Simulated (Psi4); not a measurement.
# A workflow on GeH4O (SMILES [OH][GeH3])

Aim: a series of 10 runs (PBE-D4/def2-SVP, PBE0-D4/def2-TZVP, PBE-D4/def2-TZVPP, r2SCAN-D4/def2-TZVPP, B3LYP-D4/def2-TZVPP, PBE0-D4/def2-TZVPP, wB97M-V/def2-TZVPP, CCSD(T)/def2-TZVPP, and more) of GeH4O. 

Program for the calculation: Psi4 1.11.

## Step 1: Starting point

GeH4O has 6 atoms, charge 0, and is taken as a singlet. As SMILES, `[OH][GeH3]`. The shape comes from GFN2-xTB, rattled, which is rough for such elements, and wasn't checked as a minimum. The run starts from this shape.

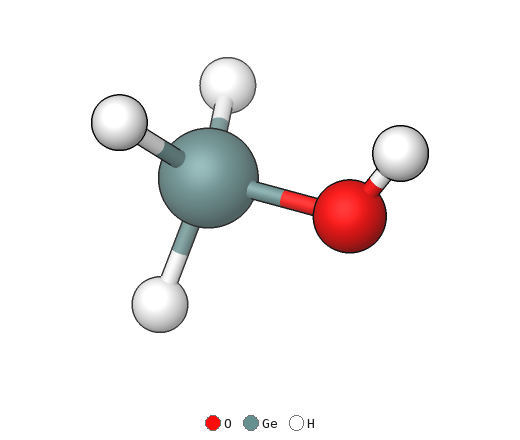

Viewed from a chosen angle; oxygen red, germanium teal, hydrogen white.

## Step 2: A geometry optimisation at PBE-D4/def2-SVP (density fitting) (run 1)

job.inp reads:

```
memory 3.3 GB

molecule {
  O      0.447715    -1.136305     0.435584
  Ge    -0.245614     0.289437    -0.230045
  H      1.252609    -1.102263     0.912504
  H     -1.500381    -0.223703    -0.851328
  H      0.688931     0.952195    -1.175774
  H     -0.595920     1.234009     0.920506
  symmetry c1
}

set {
  scf_type                df
  geom_maxiter            60
  max_force_g_convergence 0.0005
}

E, wfn = optimize('pbe-d4/def2-SVP', return_wfn=True)
```

Started as:

```
$ psi4 -i job.inp -o job.out -n 2
```

job.out:

```text
[...]
  Running in c1 symmetry.
[...]
  Nuclear repulsion =  130.409055953528139
[...]
  Multiplicity = 1
[...]
  Nalpha       = 22
  Nbeta        = 22
[...]
    Number of basis functions: 66
[...]
   @DF-RKS iter   1: -2152.36420559431372   -1.50609e+00   3.81312e-02 ADIIS/DIIS
[...]
   @DF-RKS iter   7: -2153.90815766791366   -3.63798e-12   1.06845e-09 DIIS
[...]
  @DF-RKS Final Energy: -2153.90815766791366
   => Energetics <=
    Nuclear Repulsion Energy =            125.1797794102153034
    One-Electron Energy =               -3249.3484578917577892
    Two-Electron Energy =                1058.9401667917172745
    DFT Exchange-Correlation Energy =     -88.6772140930760884
    Empirical Dispersion Energy =          -0.0024318850124633
    VV10 Nonlocal Energy =                  0.0000000000000000
    Total Energy =                      -2153.9081576679136560
[...]
 Multipole Moments:
 ------------------------------------------------------------------------------------
     Multipole            Electronic (a.u.)      Nuclear  (a.u.)        Total (a.u.)
 ------------------------------------------------------------------------------------
 L = 1.  Multiply by 2.5417464519 to convert [e a0] to [Debye]
 Dipole X            :         -1.2796204            1.5955769            0.3159565
 Dipole Y            :          2.0430577           -1.5946499            0.4484078
 Dipole Z            :         -1.0584961            1.1760765            0.1175804
 Magnitude           :                                                    0.5610020
[...]
  -Total Gradient:
     Atom            X                  Y                   Z
    ------   -----------------  -----------------  -----------------
       1       -0.000188864600     0.000098398964    -0.000118514149
       2        0.000059663411    -0.000130072435     0.000183246354
       3        0.000105486409     0.000012932523     0.000016385752
       4        0.000027224440    -0.000036701269    -0.000018758791
       5       -0.000012756045     0.000033151686     0.000012533524
       6        0.000016084732     0.000035366820    -0.000072598041
[...]
```

Standard output:

```text
Optimizer: Optimization complete!
```

Wall time 1.9 min (2 threads of AMD EPYC (Zen 3), shared host); peak memory 0.51 GiB.

The path in brief:

```csv
step,energy from the first frame kept (eV),largest force (eV/Å)
0,0.0000,2.4084
1,-0.2125,0.6091
2,-0.2310,0.2407
3,-0.2363,0.0518
4,-0.2365,0.0125
```

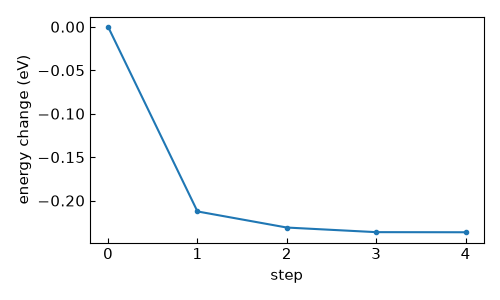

Energy along the run.

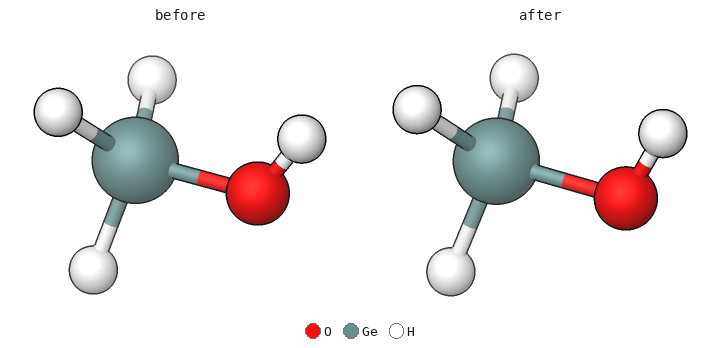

Before and after, at one scale.

After the run. Bond lengths: O1–Ge2 1.804 Å, O1–H3 0.975 Å, Ge2–H4 1.545 Å, Ge2–H5 1.558 Å, Ge2–H6 1.558 Å. Angles: O1–Ge2–H4 103.7°, O1–Ge2–H5 110.8°, O1–Ge2–H6 110.9°, Ge2–O1–H3 110.7°, H4–Ge2–H5 111.0°, H4–Ge2–H6 111.0°, H5–Ge2–H6 109.3°.

## Step 3: A geometry optimisation at PBE0-D4/def2-TZVP (density fitting) (run 2)

calc.inp reads:

```
memory 3.3 GB

molecule mol {
  0 1
  O      0.468166    -1.216287     0.427474
  Ge    -0.250826     0.303727    -0.226090
  H      1.305352    -1.029668     0.890796
  H     -1.535599    -0.176023    -0.937314
  H      0.721213     0.988308    -1.232724
  H     -0.587998     1.298897     0.923764
  symmetry c1
}

set {
  basis                   def2-TZVP
  scf_type                df
  geom_maxiter            50
  max_force_g_convergence 0.0002
}

e = opt('pbe0-d4')
```

Started as:

```
$ psi4 -i calc.inp -o calc.out -n 2
```

calc.out:

```text
[...]
  Running in c1 symmetry.
[...]
  Nuclear repulsion =  125.179767506286638
[...]
  Multiplicity = 1
[...]
  Nalpha       = 22
  Nbeta        = 22
[...]
    Number of basis functions: 103
[...]
   @DF-RKS iter   1: -2152.67392409372405   -1.80993e+00   3.01209e-02 DIIS/ADIIS
[...]
   @DF-RKS iter   7: -2154.32767702266528   -9.09495e-13   2.58890e-09 DIIS
[...]
  @DF-RKS Final Energy: -2154.32767702266528
   => Energetics <=
    Nuclear Repulsion Energy =            126.5561995188599838
    One-Electron Energy =               -3253.2146495990596122
    Two-Electron Energy =                1039.3803791092807387
    DFT Exchange-Correlation Energy =     -67.0475894353238999
    Empirical Dispersion Energy =          -0.0020166164225677
    VV10 Nonlocal Energy =                  0.0000000000000000
    Total Energy =                      -2154.3276770226652843
[...]
 Multipole Moments:
 ------------------------------------------------------------------------------------
     Multipole            Electronic (a.u.)      Nuclear  (a.u.)        Total (a.u.)
 ------------------------------------------------------------------------------------
 L = 1.  Multiply by 2.5417464519 to convert [e a0] to [Debye]
 Dipole X            :         -1.3555493            1.6275725            0.2720232
 Dipole Y            :          2.1012894           -1.5918289            0.5094605
 Dipole Z            :         -1.1171399            1.2015574            0.0844175
 Magnitude           :                                                    0.5836719
[...]
  -Total Gradient:
     Atom            X                  Y                   Z
    ------   -----------------  -----------------  -----------------
       1        0.000109055592    -0.000087432998     0.000105041261
       2       -0.000130696510     0.000009702849    -0.000089402477
       3       -0.000054391582     0.000045300953    -0.000060689092
       4        0.000009759690     0.000036489032    -0.000001741632
       5        0.000057961364     0.000001794357    -0.000006863371
       6        0.000011822503     0.000007016484     0.000052682108
[...]
```

The script printed:

```text
Optimizer: Optimization complete!
```

It took 1.8 min on 2 threads of AMD EPYC (Zen 3), shared host; peak memory 0.69 GiB.

Step by step:

```csv
step,energy from the first frame kept (eV),largest force (eV/Å)
0,0.0000,0.8469
1,-0.0193,0.1095
2,-0.0201,0.0361
3,-0.0202,0.0090
```

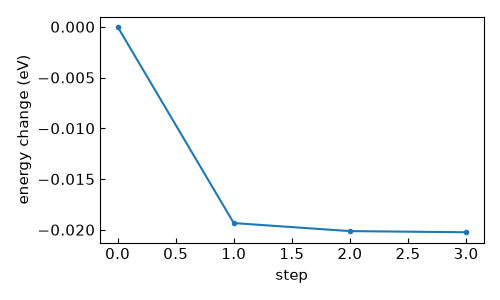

Energy along the run.

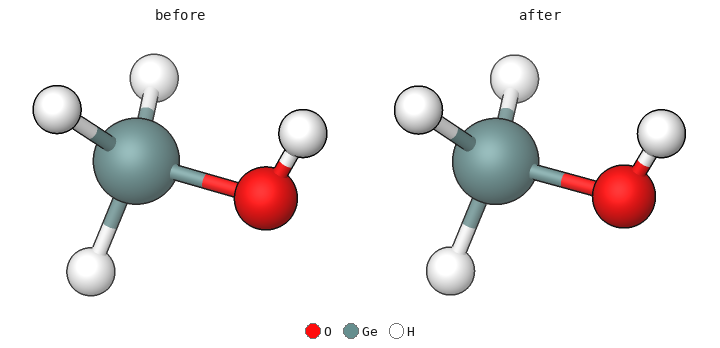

Before and after, at one scale.

After the run. Bond lengths: O1–Ge2 1.783 Å, O1–H3 0.959 Å, Ge2–H4 1.531 Å, Ge2–H5 1.541 Å, Ge2–H6 1.541 Å. Angles: O1–Ge2–H4 104.4°, O1–Ge2–H5 109.9°, O1–Ge2–H6 109.9°, Ge2–O1–H3 112.6°, H4–Ge2–H5 111.5°, H4–Ge2–H6 111.4°, H5–Ge2–H6 109.7°.

Runs 3 to 4 aren't shown in full; the table further down has their settings and results.

## Step 4: The energy at r2SCAN-D4/def2-TZVPP (density fitting) (run 5)

geh4o.in reads:

```
memory 3300 MB

molecule {
  0 1
  O      0.474702    -1.192058     0.427423
  Ge    -0.252480     0.299079    -0.226406
  H      1.298430    -1.027486     0.890522
  H     -1.526310    -0.176076    -0.929954
  H      0.722291     0.967717    -1.215448
  H     -0.573882     1.273765     0.923419
  symmetry c1
}

set {
  scf_type df
  dft_radial_points 99
  dft_spherical_points 590
}

energy_value, wavefunction = energy("r2scan-d4/def2-TZVPP", return_wfn=True)
print_variables()
```

Started as:

```
$ psi4 -n 2 geh4o.in geh4o.out
```

geh4o.out:

```text
Psi4 1.11 release

   => Loading Basis Set <=

    Name: DEF2-TZVPP
    Role: ORBITAL
    Keyword: BASIS

   => R2SCAN-D4(BJ,EEQ)ATM: Empirical Dispersion <=

        a1 =       0.515592
        a2 =       5.773429
       alp =      16.000000
        s6 =       1.000000
        s8 =       0.601875
        s9 =       1.000000
        ga =       3.000000
        gc =       2.000000
        wf =       6.000000

         ---------------------------------------------------------
                                   SCF
                              RKS Reference
                        2 Threads,   3147 MiB Core
         ---------------------------------------------------------

  ==> Geometry <==

    Molecular point group: c1
    Full point group: C1

[... 89 lines left out ...]
    Weights Tolerance      =       1.00E-15
[... 40 lines left out ...]
  ==> Pre-Iterations <==

  SCF Guess: Superposition of Atomic Densities via on-the-fly atomic UHF (no occupation information).

   -------------------------
    Irrep   Nso     Nmo
   -------------------------
     A        135     135
   -------------------------
    Total     135     135
   -------------------------

  ==> Iterations <==

                           Total Energy        Delta E     RMS |[F,P]|

   @DF-RKS iter SAD: -2151.41366555583954   -2.15141e+03   0.00000e+00
   @DF-RKS iter   1: -2152.85855987113018   -1.44489e+00   2.37305e-02 ADIIS/DIIS
   @DF-RKS iter   2: -2140.82918690677297    1.20294e+01   7.28001e-02 ADIIS/DIIS
   @DF-RKS iter   3: -2154.19634632413818   -1.33672e+01   1.22272e-02 ADIIS/DIIS
   @DF-RKS iter   4: -2154.56492127462525   -3.68575e-01   3.11108e-03 ADIIS/DIIS
   @DF-RKS iter   5: -2154.61973751541336   -5.48162e-02   1.09102e-03 ADIIS/DIIS
   @DF-RKS iter   6: -2154.62690548519140   -7.16797e-03   9.95754e-05 DIIS
   @DF-RKS iter   7: -2154.62699143134842   -8.59462e-05   1.68272e-05 DIIS
```

Run time: 2 min. Hardware: 2 threads of AMD EPYC (Zen 3), shared host.

The run was cut off at its time limit.

Runs 6 to 9 aren't shown in full; the table further down has their settings and results.

## Step 5: A single-point energy at MP2/def2-QZVPP (density fitting, density fitting for correlation) (run 10)

job.in reads:

```
memory 3300 mb

molecule molecule1 {
  0 1
  O      0.474702    -1.192058     0.427423
  Ge    -0.252480     0.299079    -0.226406
  H      1.298430    -1.027486     0.890522
  H     -1.526310    -0.176076    -0.929954
  H      0.722291     0.967717    -1.215448
  H     -0.573882     1.273765     0.923419
  symmetry c1
}

set basis def2-QZVPP
set reference rhf
set scf_type df
set num_frozen_docc 10

E = energy("mp2")
```

Started as:

```
$ psi4 -i job.in -o job.out -n 2
```

job.out:

```text
[...]
  Running in c1 symmetry.
[...]
  Nuclear repulsion =  126.556174431208248
[...]
  Multiplicity = 1
[...]
  Nalpha       = 22
  Nbeta        = 22
[...]
    Number of basis functions: 266
[...]
   @DF-RHF iter   1: -2151.24558795635903   -2.90648e+00   1.17698e-02 ADIIS/DIIS
[...]
   @DF-RHF iter  11: -2152.65245064076998   -2.05091e-10   9.21586e-09 DIIS
[...]
    Orbital Energies [Eh]
    ---------------------
    Doubly Occupied:
       1A   -405.243762     2A    -52.148924     3A    -46.236655
       4A    -46.236588     5A    -46.236549     6A    -20.547323
       7A     -7.194476     8A     -5.170433     9A     -5.169957
      10A     -5.169864    11A     -1.651756    12A     -1.646626
      13A     -1.646184    14A     -1.642222    15A     -1.641922
      16A     -1.309904    17A     -0.747786    18A     -0.637618
      19A     -0.532717    20A     -0.524064    21A     -0.470672
      22A     -0.450611
[...]
  @DF-RHF Final Energy: -2152.65245064076998
   => Energetics <=
    Nuclear Repulsion Energy =            126.5561744312082482
    One-Electron Energy =               -3253.9040132793484190
    Two-Electron Energy =                 974.6953882073703426
    Total Energy =                      -2152.6524506407699846
[...]
 Multipole Moments:
 ------------------------------------------------------------------------------------
     Multipole            Electronic (a.u.)      Nuclear  (a.u.)        Total (a.u.)
 ------------------------------------------------------------------------------------
 L = 1.  Multiply by 2.5417464519 to convert [e a0] to [Debye]
 Dipole X            :         -1.3739856            1.6275741            0.2535885
 Dipole Y            :          2.1887044           -1.5918312            0.5968732
 Dipole Z            :         -1.1409809            1.2015568            0.0605759
 Magnitude           :                                                    0.6513327
[...]
```

Wall time 25 s (2 threads of AMD EPYC (Zen 3), shared host); peak memory 0.71 GiB.

## Step 6: The series

```csv
run,level,geom maxiter,max force g convergence,energy (Eh),HOMO energy (eV),LUMO energy (eV),HOMO–LUMO gap (eV),wall time
1,PBE-D4/def2-SVP (density fitting),60,0.0005,-2153.908158,-6.54,-0.54,6.00,1.9 min
2,PBE0-D4/def2-TZVP (density fitting),50,0.0002,-2154.327677,-8.42,0.12,8.54,1.8 min
3,PBE0-D4/def2-TZVP (density fitting),–,–,timeout,–,–,–,8.7 min
4,PBE-D4/def2-TZVPP (density fitting),–,–,-2154.272564,-6.82,-0.77,6.05,57 s
5,r2SCAN-D4/def2-TZVPP (density fitting),–,–,timeout,–,–,–,2 min
6,B3LYP-D4/def2-TZVPP (density fitting),–,–,-2154.731760,-8.19,-0.20,7.99,44 s
7,PBE0-D4/def2-TZVPP (density fitting),–,–,-2154.330041,-8.43,0.11,8.54,55 s
8,wB97M-V/def2-TZVPP (density fitting),–,–,timeout,–,–,–,2 min
9,"CCSD(T)/def2-TZVPP (density fitting, density fitting for correlation)",–,–,timeout,–,–,–,3.3 min
10,"MP2/def2-QZVPP (density fitting, density fitting for correlation)",–,–,-2153.448329,-12.26,2.47,14.73,25 s
```

## Step 7: Results

| quantity | value |
| --- | --- |
| run 10, MP2/def2-QZVPP: total energy | -2153.44833 Eh |
| run 10, MP2/def2-QZVPP: HOMO energy (Hartree–Fock orbitals) | -12.26 eV |
| run 10, MP2/def2-QZVPP: LUMO energy (Hartree–Fock orbitals) | 2.47 eV |
| run 10, MP2/def2-QZVPP: HOMO–LUMO gap (Hartree–Fock orbitals) | 14.73 eV |
| run 10, MP2/def2-QZVPP: correlation energy (10 core orbitals frozen) | -795.9 mEh |

In words: Over runs 4, 6, 7 the dipole moment (its size) runs from 1.34 D (PBE-D4/def2-TZVPP) to 1.44 D (PBE0-D4/def2-TZVPP). Over runs 4, 6, 7 the HOMO–LUMO gap runs from 6.05 eV (PBE-D4/def2-TZVPP) to 8.54 eV (PBE0-D4/def2-TZVPP). Totals of different functionals can't be ranked against each other. All runs together took 23 min, the longest 8.7 min. 4 of the 10 runs did not end normally.
